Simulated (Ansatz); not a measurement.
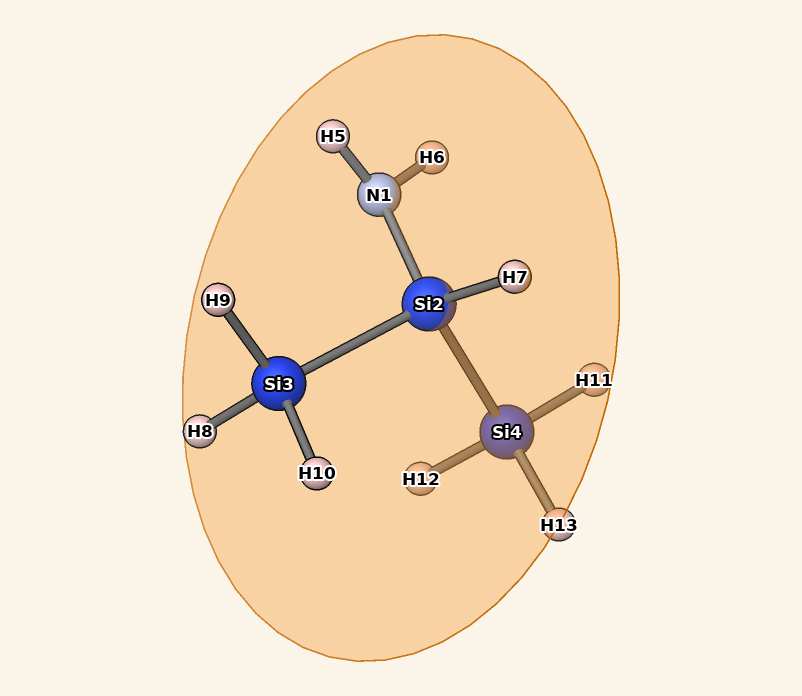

A disc through the centre of mass is drawn in. Distant atoms are faded towards the background colour. The geometry was computed by an optimisation with PBE-D4/def2-SVP. No frequency run is at hand to confirm it as a minimum.

> Is the plane of the disc a mirror plane of the structure?

Yes. The reflection leaves N1, Si2, H7 in place and moves Si3 ↔ Si4; H5 ↔ H6; H8 ↔ H12; H9 ↔ H11; H10 ↔ H13. The point group is Cs.
